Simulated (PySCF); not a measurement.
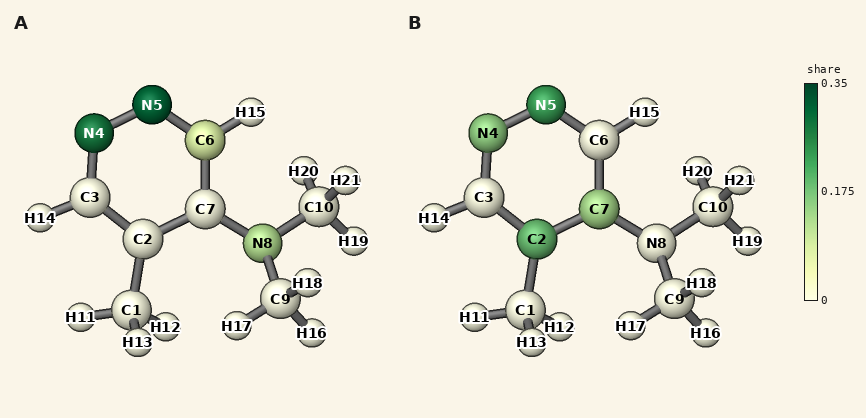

Each panel colours the atoms by their Löwdin share in one orbital (up to four of the largest shares; other atoms are shown as zero). Computed geometry: PBE0-D3(BJ)/def2-SVP optimisation. No frequency run is at hand to confirm it as a minimum. Method: PBE0/def2-SVPD (PySCF 2.14.0).

> The panels show the HOMO, LUMO, in some order. Which is which?

A: HOMO, −6.30 eV; N5 0.31, N4 0.28, N8 0.12, C6 0.08
B: LUMO, −1.00 eV; N5 0.23, C2 0.18, N4 0.15, C7 0.14
